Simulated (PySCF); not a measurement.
C4H5FO2 (SMILES COC(=O)/C=C/F)

```yaml
atoms:
  - { symbol: C, position_ang: [2.2904, -0.0034, -0.1256] }
  - { symbol: O, position_ang: [0.9814, -0.4627, -0.4306] }
  - { symbol: C, position_ang: [-0.0246, 0.1668, 0.1875] }
  - { symbol: O, position_ang: [0.1252, 1.0762, 0.9640] }
  - { symbol: C, position_ang: [-1.3216, -0.4084, -0.2167] }
  - { symbol: C, position_ang: [-2.4515, 0.0707, 0.2837] }
  - { symbol: F, position_ang: [-3.6410, -0.4199, -0.0514] }
  - { symbol: H, position_ang: [2.3953, 1.0491, -0.3964] }
  - { symbol: H, position_ang: [2.9703, -0.6192, -0.7084] }
  - { symbol: H, position_ang: [2.4912, -0.1125, 0.9421] }
  - { symbol: H, position_ang: [-1.3010, -1.2222, -0.9233] }
  - { symbol: H, position_ang: [-2.5130, 0.8847, 0.9931] }
```

Geometry: GFN2-xTB, NEB image 0 of 0 to 8.

The calculation used PBE0/pcSseg-1, SCF density, gas phase, non-relativistic (PySCF).

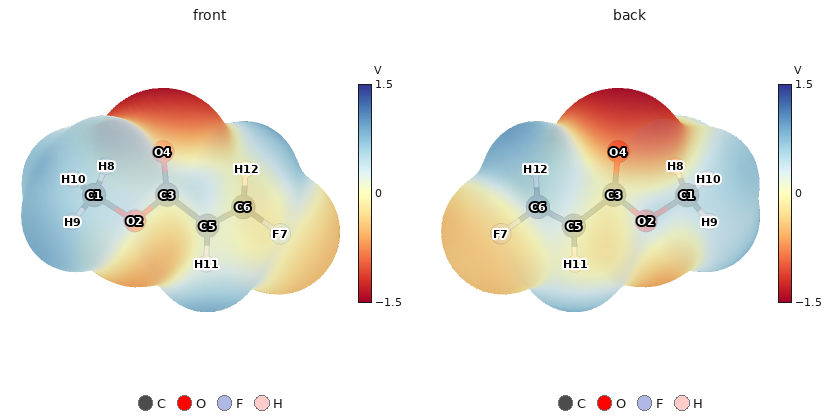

Figure 1. The molecular electrostatic potential painted on the density surface at 0.001 e/bohr³, seen from the front and from behind; the colour scale runs from red (negative) to blue (positive).

> Describe the electrostatic potential map.

The most negative region (about −1.4 V) lies over O4, the most positive (about +0.9 V) over H9 and H12. O4 is the likeliest acceptor of a hydrogen bond.

> What dipole moment does the calculation give?

Its dipole moment is 1.53 D.

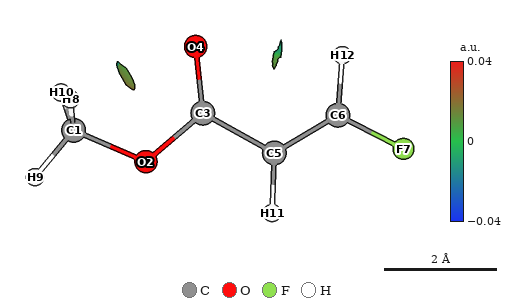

Figure 2. Non-covalent interaction (NCI) plot: the surface where the reduced density gradient is 0.5, for densities under 0.05 a.u., coloured by sign(λ₂)ρ; seen at a tilt.

> Identify the weak interactions.

Between C1 on one side and O4 and C3 on the other: a weak contact (green); near H12, O4 and C6: mostly steric crowding (olive to red).

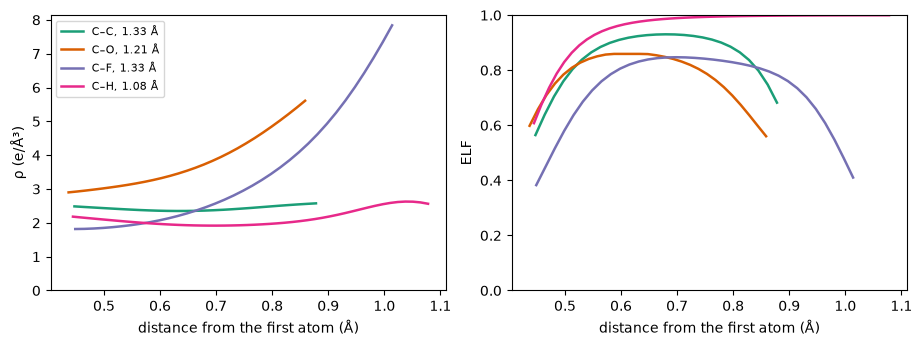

Figure 3. Total electron density and ELF along straight lines between neighbouring atoms. The curves leave out the atomic cores.

> What kind of bonding do the profiles show?

C–C (1.33 Å): the density is about 2.4 e/Å³ at the midpoint; the ELF peaks at about 0.95 between the atoms: a multiple bond.
C–O (1.21 Å): ρ is about 3.3 e/Å³ halfway; the ELF peaks at about 0.85 between the atoms; a multiple bond.
C–F (1.33 Å): ρ is about 2.4 e/Å³ halfway; the ELF peaks at about 0.85 between the atoms (a shared but strongly polarised pair).
C–H (1.08 Å): ρ is about 2 e/Å³ halfway; the ELF climbs to about 1 towards the hydrogen, as it does in any bond to H (a covalent bond by its length).
